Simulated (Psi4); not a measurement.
# Energy and gradient calculation, with input and output: AlBH$_{6}$

AlBH$_{6}$ (H2Al(BH4)), computed with M06-L/def2-TZVP, RKS (Psi4 1.11).

A bond length was changed on purpose from its optimised value.

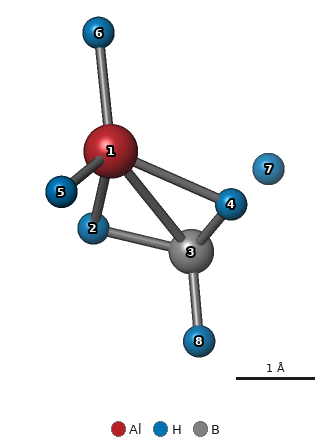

The structure as given in the input (ball-and-stick view, seen at a tilt; atoms are numbered from 1 in the order of the input). Sticks mark near contacts.

Input file (input.inp)
```
memory 1600 mb

molecule {
  0 1
  Al
  H 1 r2
  B 2 r3 1 a3
  H 3 r4 2 a4 1 d4
  H 1 r5 2 a5 3 d5
  H 1 r6 5 a6 2 d6
  H 3 r7 4 a7 1 d7
  H 3 r8 4 a8 1 d8

  r2 = 1.752129
  r3 = 1.301867
  a3 = 91.80637
  r4 = 1.299964
  a4 = 104.61102
  d4 = 1.12275
  r5 = 1.552233
  a5 = 116.31593
  d5 = -111.83579
  r6 = 1.552099
  a6 = 113.39018
  d6 = 139.21892
  r7 = 2.592
  a7 = 107.78075
  d7 = 113.30898
  r8 = 1.177349
  a8 = 107.93775
  d8 = -115.73348
  symmetry c1
}

set basis def2-TZVP
set puream true
set e_convergence 1e-09
set d_convergence 1e-08
set scf_type pk
set dft_radial_points 99
set dft_spherical_points 590

gradient("m06-l")
print_variables()
```

Run on 1 thread of Intel Xeon @ 2.50GHz (Skylake/Cascade Lake), 16 GiB of memory available, shared host.

Run as:
```bash
psi4 input.inp input.out -n 1
```

Output
```
Psi4 1.11 release

gradient() will perform analytic gradient computation.

   => Loading Basis Set <=

    Name: DEF2-TZVP
    Role: ORBITAL
    Keyword: BASIS

         ---------------------------------------------------------
                                   SCF
                              RKS Reference
                        1 Threads,   1525 MiB Core
         ---------------------------------------------------------

  ==> Geometry <==

    Molecular point group: c1
    Full point group: C1

    Geometry (in Angstrom), charge = 0, multiplicity = 1:

       Center              X                  Y                   Z               Mass
    ------------   -----------------  -----------------  -----------------  -----------------
         AL           0.028477493857     0.425409691966    -0.585738516384    26.981538530000
         H            0.028477493857     0.425409691966     1.166390483616     1.007825032230
         B            0.028477493857    -0.875810360877     1.207427780916    11.009305360000
         H            0.053125798464    -1.243214963541    -0.039293005915     1.007825032230
         H            1.320016744810     0.942924599248    -1.273875109130     1.007825032230
         H           -1.274189485347     0.905829246442    -1.279472686488     1.007825032230
         H           -2.238360944901    -1.632636629894     2.210982209483     1.007825032230
         H            1.037446416338    -1.220199906655     1.706955780159     1.007825032230

  Running in c1 symmetry.

  Rotational constants: A =      1.48682  B =      0.28493  C =      0.25453 [cm^-1]
  Rotational constants: A =  44573.79234  B =   8541.86823  C =   7630.53161 [MHz]
  Nuclear repulsion =   47.818693964061538

  Charge       = 0
  Multiplicity = 1
  Electrons    = 24
  Nalpha       = 12
  Nbeta        = 12

  ==> Algorithm <==

  SCF Algorithm Type is PK.
  DIIS enabled.
  MOM disabled.
  Fractional occupation disabled.
  Guess Type is SAD.
  Energy threshold   = 1.00e-09
  Density threshold  = 1.00e-08
  Integral threshold = 1.00e-12

  ==> Primary Basis <==

  Basis Set: DEF2-TZVP
    Blend: DEF2-TZVP
    Number of shells: 48
    Number of basis functions: 104
    Number of Cartesian functions: 114
    Spherical Harmonics?: true
    Max angular momentum: 3

  ==> DFT Potential <==

   => LibXC <=

    Version 7.1.2

   => Composite Functional: M06-L <=

    M06-L Meta-GGA XC Functional

    Deriv               =              1
    GGA                 =           TRUE
    Meta                =           TRUE

    Exchange Hybrid     =          FALSE
    MP2 Hybrid          =          FALSE

   => Exchange Functionals <=

    1.0000   XC_MGGA_X_M06_L

   => Correlation Functionals <=

    1.0000   XC_MGGA_C_M06_L

   => LibXC Density Thresholds  <==

    XC_MGGA_C_M06_L:  1.00E-12
    XC_MGGA_X_M06_L:  1.00E-15

   => Molecular Quadrature <=

    Radial Scheme          =       TREUTLER
    Pruning Scheme         =           NONE
    Nuclear Scheme         =       TREUTLER

    Blocking Scheme        =         OCTREE
    BS radius alpha        =              1
    Pruning alpha          =              1
    Radial Points          =             99
    Spherical Points       =            590
    Total Points           =         445968
    Total Blocks           =           3210
    Max Points             =            256
    Max Functions          =            103
    Weights Tolerance      =       1.00E-15

  ==> Integral Setup <==

  Using in-core PK algorithm.
   Calculation information:
      Number of atoms:                   8
      Number of AO shells:              48
      Number of primitives:             83
      Number of atomic orbitals:       114
      Number of basis functions:       104

      Integral cutoff                 1.00e-12
      Number of threads:                 1

  Performing in-core PK
  Using 29817060 doubles for integral storage.
  We computed 637870 shell quartets total.
  Whereas there are 692076 unique shell quartets.

  ==> DiskJK: Disk-Based J/K Matrices <==

    J tasked:                  Yes
    K tasked:                   No
    wK tasked:                  No
    Memory [MiB]:              892
    Schwarz Cutoff:          1E-12

  Cached 8.3% of DFT collocation blocks in 0.233 [GiB].

  Minimum eigenvalue in the overlap matrix is 1.3066071272E-03.
  Reciprocal condition number of the overlap matrix is 1.8281939241E-04.
    Using symmetric orthogonalization.

  ==> Pre-Iterations <==

  SCF Guess: Superposition of Atomic Densities via on-the-fly atomic UHF (no occupation information).

   -------------------------
    Irrep   Nso     Nmo
   -------------------------
     A        104     104
   -------------------------
    Total     104     104
   -------------------------

  ==> Iterations <==

                        Total Energy        Delta E     RMS |[F,P]|

   @RKS iter SAD:  -270.13884711629049   -2.70139e+02   0.00000e+00
   @RKS iter   1:  -270.28995511860194   -1.51108e-01   6.34536e-03 ADIIS/DIIS
   @RKS iter   2:  -270.04298023331921    2.46975e-01   7.17702e-03 ADIIS/DIIS
   @RKS iter   3:  -270.71868518746140   -6.75705e-01   8.18902e-04 ADIIS/DIIS
   @RKS iter   4:  -270.72271034303776   -4.02516e-03   3.72838e-04 ADIIS/DIIS
   @RKS iter   5:  -270.72382771410628   -1.11737e-03   1.54471e-04 ADIIS/DIIS
   @RKS iter   6:  -270.72392442673851   -9.67126e-05   1.09099e-04 ADIIS/DIIS
   @RKS iter   7:  -270.72410072746584   -1.76301e-04   3.26521e-05 DIIS
   @RKS iter   8:  -270.72411837293134   -1.76455e-05   4.17898e-06 DIIS
   @RKS iter   9:  -270.72411851469832   -1.41767e-07   1.39580e-06 DIIS
   @RKS iter  10:  -270.72411854148584   -2.67875e-08   2.76623e-07 DIIS
   @RKS iter  11:  -270.72411854245735   -9.71511e-10   5.77430e-08 DIIS
   @RKS iter  12:  -270.72411854249543   -3.80851e-11   6.83087e-09 DIIS
  Energy and wave function converged.

  ==> Post-Iterations <==

   Electrons on quadrature grid:
      Ntotal   =   23.9999999544 ; deviation = -4.556e-08

    Orbital Energies [Eh]
    ---------------------

    Doubly Occupied:

       1A    -55.790782     2A     -6.714292     3A     -4.133333
       4A     -2.644091     5A     -2.638096     6A     -2.634466
       7A     -0.582474     8A     -0.399150     9A     -0.391984
      10A     -0.349871    11A     -0.300219    12A     -0.220933

    Virtual:

      13A     -0.124918    14A     -0.072554    15A     -0.008503
      16A      0.029861    17A      0.050781    18A      0.066768
      19A      0.077061    20A      0.108651    21A      0.114093
      22A      0.118341    23A      0.142935    24A      0.149696
      25A      0.159682    26A      0.204300    27A      0.213812
      28A      0.230331    29A      0.244728    30A      0.295917
      31A      0.301350    32A      0.324887    33A      0.325755
      34A      0.352472    35A      0.359494    36A      0.394985
      37A      0.424156    38A      0.469396    39A      0.484049
      40A      0.518842    41A      0.562518    42A      0.612884
      43A      0.646884    44A      0.689832    45A      0.717664
      46A      0.721785    47A      0.727294    48A      0.741583
      49A      0.786836    50A      0.802913    51A      0.820818
      52A      0.855902    53A      0.867491    54A      0.913912
      55A      0.923810    56A      0.957354    57A      0.983088
      58A      1.016804    59A      1.048508    60A      1.369040
      61A      1.465656    62A      1.491340    63A      1.526987
      64A      1.557152    65A      1.603347    66A      1.621041
      67A      1.634365    68A      1.734965    69A      1.773573
      70A      1.795914    71A      1.821622    72A      1.885330
      73A      1.914285    74A      1.943601    75A      1.948075
      76A      1.994040    77A      2.004202    78A      2.051565
      79A      2.082061    80A      2.099403    81A      2.166581
      82A      2.242073    83A      2.321749    84A      2.351420
      85A      2.384629    86A      2.441012    87A      2.455841
      88A      2.479864    89A      2.514421    90A      2.632435
      91A      2.632773    92A      2.882156    93A      2.907007
      94A      2.993756    95A      3.076217    96A      3.089979
      97A      3.122431    98A      3.212937    99A      3.354622
     100A      7.616177   101A      9.313128   102A      9.367917
     103A      9.602805   104A     14.120315

    Final Occupation by Irrep:
              A
    DOCC [    12 ]
    NA   [    12 ]
    NB   [    12 ]

  @RKS Final Energy:  -270.72411854249543

   => Energetics <=

    Nuclear Repulsion Energy =             47.8186939640615378
    One-Electron Energy =                -467.6435457202168209
    Two-Electron Energy =                 173.8947099947797597
    DFT Exchange-Correlation Energy =     -24.7939767811199268
    Empirical Dispersion Energy =           0.0000000000000000
    VV10 Nonlocal Energy =                  0.0000000000000000
    Total Energy =                       -270.7241185424954324

Computation Completed

Properties will be evaluated at   0.000000,   0.000000,   0.000000 [a0]

Properties computed using the SCF density matrix

 Multipole Moments:

 ------------------------------------------------------------------------------------
     Multipole            Electronic (a.u.)      Nuclear  (a.u.)        Total (a.u.)
 ------------------------------------------------------------------------------------

 L = 1.  Multiply by 2.5417464519 to convert [e a0] to [Debye]
 Dipole X            :          1.8337640           -1.0599268            0.7738373
 Dipole Y            :          1.7917604           -1.2672764            0.5244840
 Dipole Z            :         -2.4343977            1.7276365           -0.7067612
 Magnitude           :                                                    1.1719296

 ------------------------------------------------------------------------------------

	total time  =         55 seconds =       0.92 minutes

         ------------------------------------------------------------
                                   SCF GRAD
         ------------------------------------------------------------

  ==> Geometry <==

    Molecular point group: c1
    Full point group: C1

    Geometry (in Angstrom), charge = 0, multiplicity = 1:

       Center              X                  Y                   Z               Mass
    ------------   -----------------  -----------------  -----------------  -----------------
         AL           0.028477493857     0.425409691966    -0.585738516384    26.981538530000
         H            0.028477493857     0.425409691966     1.166390483616     1.007825032230
         B            0.028477493857    -0.875810360877     1.207427780916    11.009305360000
         H            0.053125798464    -1.243214963541    -0.039293005915     1.007825032230
         H            1.320016744810     0.942924599248    -1.273875109130     1.007825032230
         H           -1.274189485347     0.905829246442    -1.279472686488     1.007825032230
         H           -2.238360944901    -1.632636629894     2.210982209483     1.007825032230
         H            1.037446416338    -1.220199906655     1.706955780159     1.007825032230

  Nuclear repulsion =   47.818693964061538

  ==> Basis Set <==

  Basis Set: DEF2-TZVP
    Blend: DEF2-TZVP
    Number of shells: 48
    Number of basis functions: 104
    Number of Cartesian functions: 114
    Spherical Harmonics?: true
    Max angular momentum: 3

  ==> DirectJKGrad: Integral-Direct SCF Gradients <==

    Gradient:                    1
    J tasked:                  Yes
    K tasked:                   No
    wK tasked:                  No
    Integrals threads:           1
    Schwarz Cutoff:          1E-12

  ==> DFT Potential <==

   => LibXC <=

    Version 7.1.2

   => Composite Functional: M06-L <=

    M06-L Meta-GGA XC Functional

    Deriv               =              1
    GGA                 =           TRUE
    Meta                =           TRUE

    Exchange Hybrid     =          FALSE
    MP2 Hybrid          =          FALSE

   => Exchange Functionals <=

    1.0000   XC_MGGA_X_M06_L

   => Correlation Functionals <=

    1.0000   XC_MGGA_C_M06_L

   => LibXC Density Thresholds  <==

    XC_MGGA_C_M06_L:  1.00E-12
    XC_MGGA_X_M06_L:  1.00E-15

   => Molecular Quadrature <=

    Radial Scheme          =       TREUTLER
    Pruning Scheme         =           NONE
    Nuclear Scheme         =       TREUTLER

    Blocking Scheme        =         OCTREE
    BS radius alpha        =              1
    Pruning alpha          =              1
    Radial Points          =             99
    Spherical Points       =            590
    Total Points           =         445968
    Total Blocks           =           3210
    Max Points             =            256
    Max Functions          =            103
    Weights Tolerance      =       1.00E-15

  -Total Gradient:
     Atom            X                  Y                   Z
    ------   -----------------  -----------------  -----------------
       1        0.005544797992    -0.002963003950     0.004600745194
       2        0.006514772420     0.010523525410    -0.008448895627
       3        0.017230785343    -0.011391740932     0.015507563812
       4        0.006596276387     0.004642712704    -0.012120608435
       5       -0.009070220476     0.003646857189    -0.005236883846
       6        0.006746557086     0.003572379249    -0.004805299466
       7       -0.037331220360    -0.013261897148     0.017633154898
       8        0.003818659010     0.005406294031    -0.007367613655

	total time  =         11 seconds =       0.18 minutes

  Variable Map:
  ----------------------------------------------------------------------------
  "CURRENT ENERGY"              =>    -270.724118542495
  "CURRENT REFERENCE ENERGY"    =>    -270.724118542495
  "DD SOLVATION ENERGY"         =>       0.000000000000
  "DFT FUNCTIONAL TOTAL ENERGY" =>    -270.724118542495
  "DFT TOTAL ENERGY"            =>    -270.724118542495
  "DFT VV10 ENERGY"             =>       0.000000000000
  "DFT XC ENERGY"               =>     -24.793976781120
  "GRID ELECTRONS ALPHA"        =>      11.999999977221
  "GRID ELECTRONS BETA"         =>      11.999999977221
  "GRID ELECTRONS TOTAL"        =>      23.999999954443
  "NUCLEAR REPULSION ENERGY"    =>      47.818693964062
  "ONE-ELECTRON ENERGY"         =>    -467.643545720217
  "PCM POLARIZATION ENERGY"     =>       0.000000000000
  "PE ENERGY"                   =>       0.000000000000
  "SCF ITERATION ENERGY"        =>    -270.724118542495
  "SCF ITERATIONS"              =>      12.000000000000
  "SCF TOTAL ENERGY"            =>    -270.724118542495
  "TWO-ELECTRON ENERGY"         =>     173.894709994780
  "XC GRID RADIAL POINTS"       =>      99.000000000000
  "XC GRID SPHERICAL POINTS"    =>     590.000000000000
  "XC GRID TOTAL POINTS"        =>  445968.000000000000

  Array Variable Map:
  ----------------------------------------------------------------------------
  "CURRENT DIPOLE"              =>       0.773837279107 ... -0.706761163806 1 by 3
  "CURRENT GRADIENT"            =>       0.005544797992 ... -0.007367613655 8 by 3
  "DFT TOTAL GRADIENT"          =>       0.005544797992 ... -0.007367613655 8 by 3
  "SCF DIPOLE"                  =>       0.773837279107 ... -0.706761163806 1 by 3
  "SCF TOTAL ENERGIES"          =>    -270.138847116290 ... -270.724118542495 1 by 13
  "SCF TOTAL GRADIENT"          =>       0.005544797992 ... -0.007367613655 8 by 3

    Psi4 run time: 0:01:06.63
```

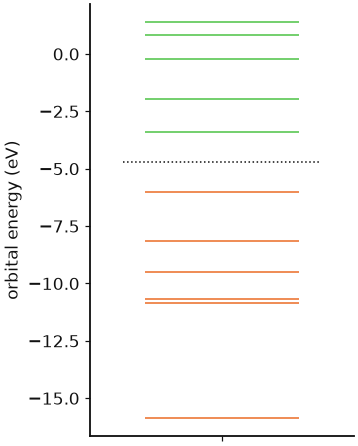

Orbital energies near the frontier; the dotted line parts filled from empty levels, and levels within 0.02 eV of each other stand side by side. Highest filled −6.01 eV, lowest empty −3.40 eV, 2.61 eV apart.

Summary

| quantity | value |
| --- | --- |
| outcome | converged |
| total energy | −270.724119 hartree |
| basis functions | 104 |
| largest force | 2.230 eV/Å |
| HOMO | −6.01 eV |
| LUMO | −3.40 eV |
| dipole moment | 2.98 D |
| wall time | 68 s |
| peak memory | 0.71 GiB |
